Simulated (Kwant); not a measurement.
Model system: Aharonov-Bohm ring in a Ge (holes) two-dimensional gas. Effective mass 0.06 mₑ, grid spacing 25 nm, hard walls, nominal width 300 nm (11 grid rows, so walls 300 nm apart), one parabolic valley, scattering region 2200 nm long along x; energies count from the band bottom; Fermi energy 0.00011 eV. Ring of mean radius 640 nm, arms as wide as the leads. Perpendicular field swept from 0 to 0.013 T, none in the leads; orbital effect alone.

The device is made up for the run: typed textbook-type constants, with dimensions and the other settings drawn at random.

Model: effective-mass tight-binding model on a square grid, one spin, coherent transport at 0 K (Kwant). Conductance is in e²/h.

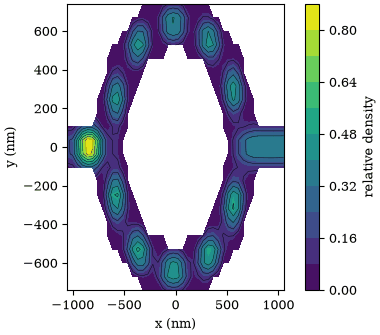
Fig. 1. Density of the scattering states that come in from the left lead, at field = 0.0032135 T, in bins, relative to the largest site value

The conductance there is 0.85 e²/h with 1 open channel(s) in the leads.
